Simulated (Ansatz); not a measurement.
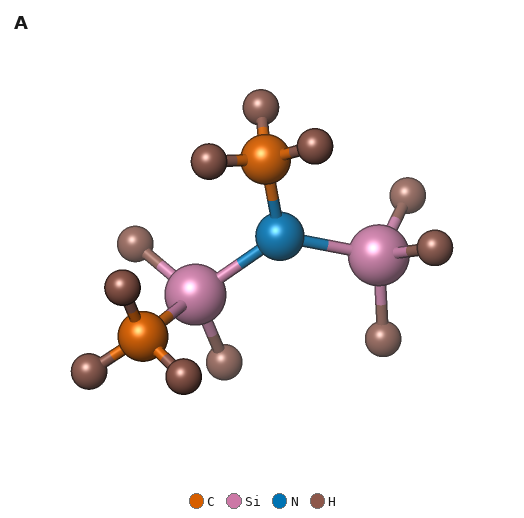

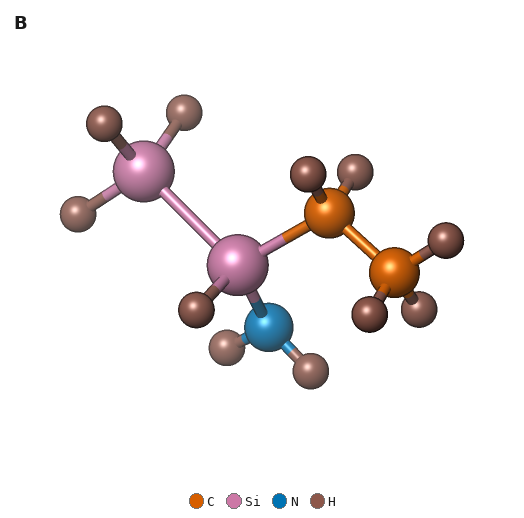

2 stationary structures of one formula. Geometries: PBE0-D4/def2-TZVP. Electronic energies: CCSD(T)/CBS (MP2 limit from def2-TZVPP and def2-QZVPP plus CCSD(T) − MP2) (Ansatz 0.2.0), without zero-point energy. Each is one conformer, not always the lowest.

Are they conformers, stereoisomers or constitutional isomers?

Answer. They are constitutional isomers of C2H11NSi2: A `C[SiH2]N(C)[SiH3]`, B `CC[Si@H](N)[SiH3]`.

Rank them by energy, lowest first.

Answer. A is lowest (a minimum); B lies 28.7 kJ/mol above it (a minimum).

Give E(B) − E(A) in kJ/mol at these levels too: PBE0-D4/def2-TZVP; r2SCAN0-D4/def2-TZVPP; direct RPA on PBE orbitals (frozen core)/def2-TZVPP; SPW92 (LDA)/def2-TZVPP; RHF-CCSD(T) (frozen core)/def2-SVP; PBE-D4/def2-TZVPP; RHF-CCSD(T) (frozen core)/def2-TZVPP; B2PLYP (frozen core)/def2-TZVPP.

| level | E(B) − E(A) (kJ/mol) |
| --- | --- |
| PBE0-D4/def2-TZVP | +19.0 |
| r2SCAN0-D4/def2-TZVPP | +25.0 |
| direct RPA on PBE orbitals (frozen core)/def2-TZVPP | +34.3 |
| SPW92 (LDA)/def2-TZVPP | +15.0 |
| RHF-CCSD(T) (frozen core)/def2-SVP | +34.6 |
| PBE-D4/def2-TZVPP | +10.7 |
| RHF-CCSD(T) (frozen core)/def2-TZVPP | +30.2 |
| B2PLYP (frozen core)/def2-TZVPP | +31.5 |
